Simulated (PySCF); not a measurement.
System: C3HN2O2Se (SMILES O=C([O-])c1cn[se]n1) (charge −1).

```xyz
9

O    -2.2863   -1.2479    0.0140
C    -1.6178   -0.2317    0.2072
O    -1.9337    0.9105    0.5967
C    -0.0812   -0.3355   -0.0745
C     0.7699    0.8356    0.0735
N     2.0421    0.7129   -0.1661
Se    2.2948   -1.0254   -0.6329
N     0.5301   -1.4265   -0.4415
H     0.3343    1.7902    0.3835
```

Geometry: PBE0-D3(BJ)/def2-SVP.

All numbers below come from PySCF, PBE0/def2-SVPD, SCF density, gas phase.

**What will maps of the electron density and electron localisation function show?**

C–O (1.23 Å): ρ is about 3.2 e/Å³ halfway; the ELF peaks at about 0.85 between the atoms, as expected for a short, strongly polar bond.
C–N (1.30 Å): ρ is about 2.6 e/Å³ halfway; the ELF peaks at about 0.90 between the atoms, as expected for a covalent bond.
C–C (1.46 Å): the density is about 1.9 e/Å³ at the midpoint; the ELF peaks at about 0.95 between the atoms (localised, covalent bonding).
Se–N (1.82 Å): ρ at the midpoint is about 1.2 e/Å³; the ELF peaks at about 0.85 between the atoms; a covalent bond.

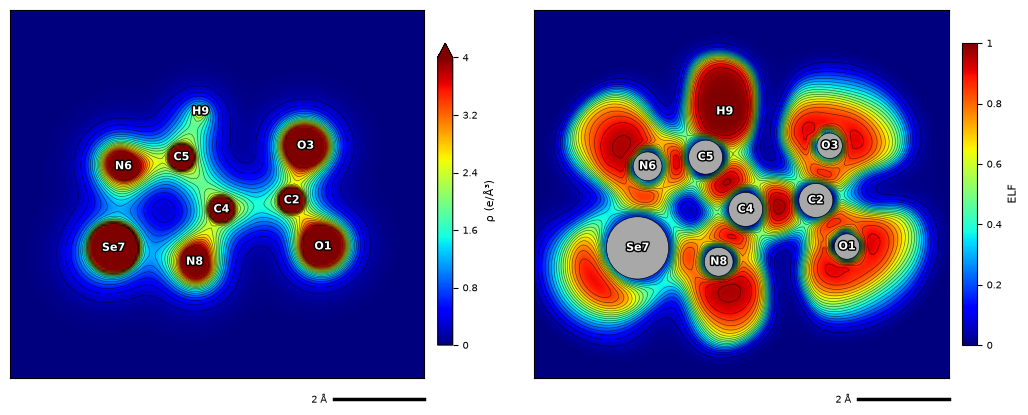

Computed electron density and electron localisation function on the molecular plane, in this order. Grey discs cover the atomic cores in the ELF map. 
